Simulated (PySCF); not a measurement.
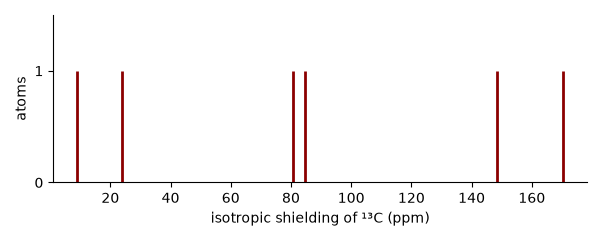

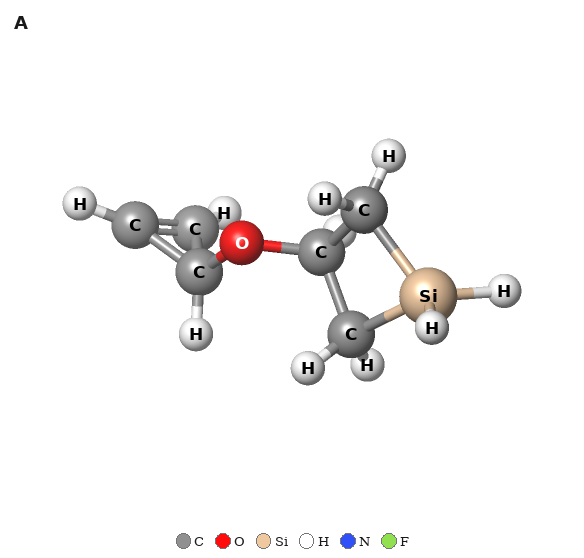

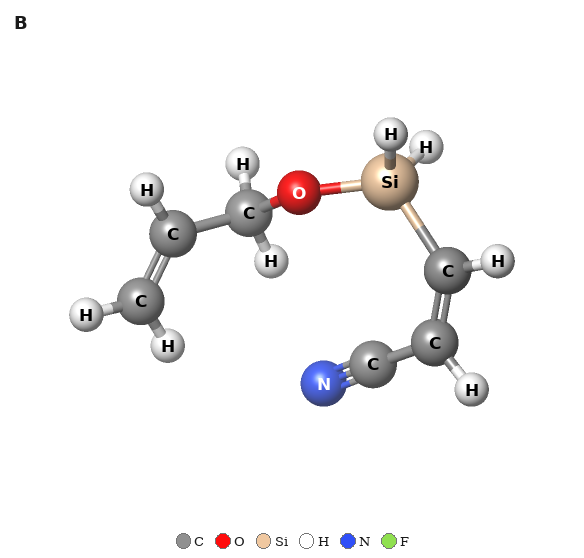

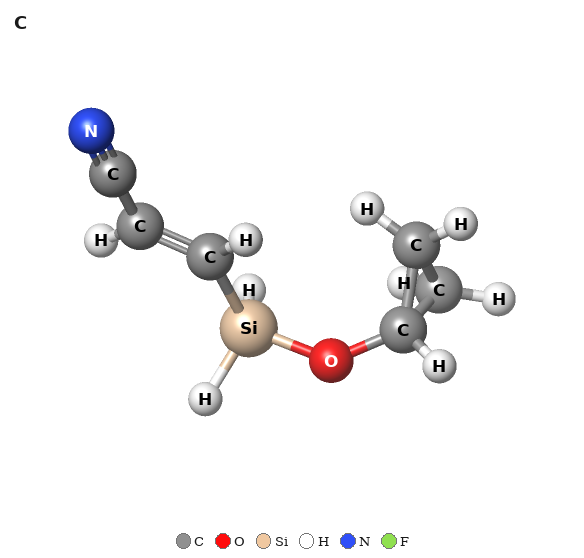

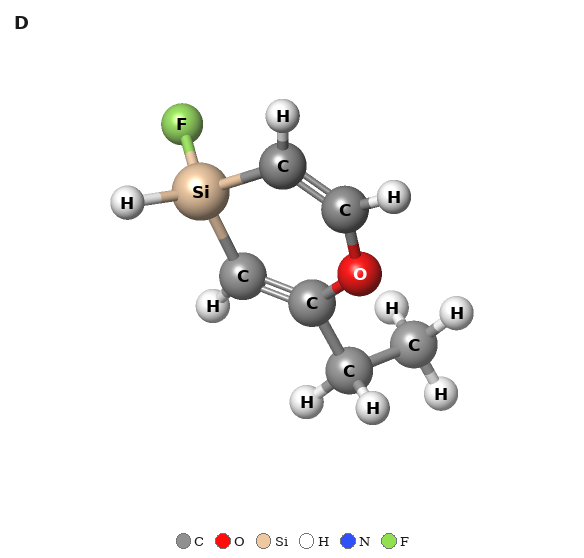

The sticks are computed shieldings of one of the molecules, for one fixed geometry (GFN2-xTB) without averaging over rotations. Low shielding means a high chemical shift. Method: GIAO PBE0/pcSseg-1 NMR shielding, non-relativistic, gas phase (PySCF 2.14.0).

Question: Which molecule gives this pattern?

Answer: D, `CCC1=C[Si@H](F)C=CO1`. Its 6 C atoms give lines at 9.1, 24.0, 80.7, 84.6, 148.4, 170.3 ppm.

The geometry is semi-empirical. Around Si such bond lengths and angles can be off by a tenth of an ångström or more and by several degrees, and values that hang on the shape move with them.
